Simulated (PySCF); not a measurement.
# C2H2F2O: the cost of one run

Programs: PySCF 2.14.0, with density-fitted response routines of our own. Each step states its level of theory. These are calculated values for one molecule in the gas phase, unless marked as measured. Atoms count from 0, in the outputs and in this text.

**1. The molecule as given**

7 atoms, charge 0, multiplicity 1; geometry from: GFN2-xTB.

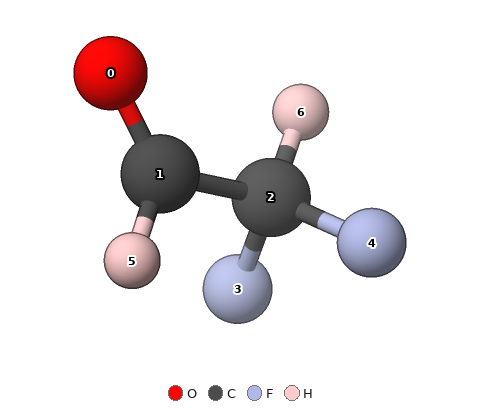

As it starts; oxygen red, carbon dark grey, fluorine light blue, hydrogen pink, atoms numbered.

**2. Geometry optimisation at PBE0-D3(BJ)/def2-SVP**

The job: settings as JSON, then the geometry in Å.

```
{"job": {"xc": "PBE0", "basis": "def2-SVP", "d3": "d3bj", "grid": 1, "kind": "geom"}, "charge": 0, "multiplicity": 1}
O      1.668637     0.211558     0.854545
C      0.913858    -0.061162    -0.024212
C     -0.613918     0.072231     0.093811
F     -1.181925    -1.132881    -0.139829
F     -1.060522     0.907681    -0.871733
H      1.227208    -0.435985    -1.012673
H     -0.950005     0.443463     1.073013
```

Command:

```sh
$ OMP_NUM_THREADS=1 python probes_run.py task.json out
```

This one command runs all jobs of the session in turn.

Q: Estimate the wall time and peak memory of this first job on 1 thread of Arm Neoverse V1, shared host.

About 12 s, with a peak of 0.34 GiB.
